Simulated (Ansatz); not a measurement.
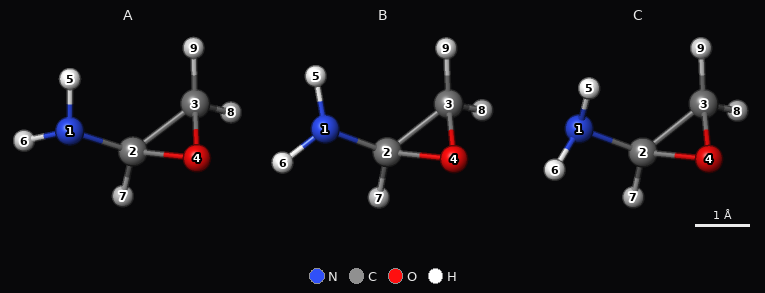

3 geometries from a converged minimum-energy path of C2H5NO, shuffled. The picture is a ball-and-stick view, seen at a tilt.

Level of theory: RKS B3LYP-D4/def2-SVP in Ansatz 0.2.0. Run with 5 movable images; climbing image; force threshold 0.05 eV/Å; iteration limit 60; starting path by image-dependent pair potential.

Which frame is the top of the path?

B. In order along the path, whose images run from 0 to 6: C (image 0, 0.00 kcal/mol), B (image 3, +4.07 kcal/mol), A (image 5, +3.36 kcal/mol). The motion is an umbrella inversion at N1. No bond forms or breaks between the ends. Among the angles between lasting bonds that change up to the highest image: H5–N1–H6 107.8° → 116.9°, C2–N1–H5 111.7° → 120.6°.

Cost: 2.8 min on 1 thread of Arm Neoverse V1, with other jobs on the host, peak memory 0.15 GiB.
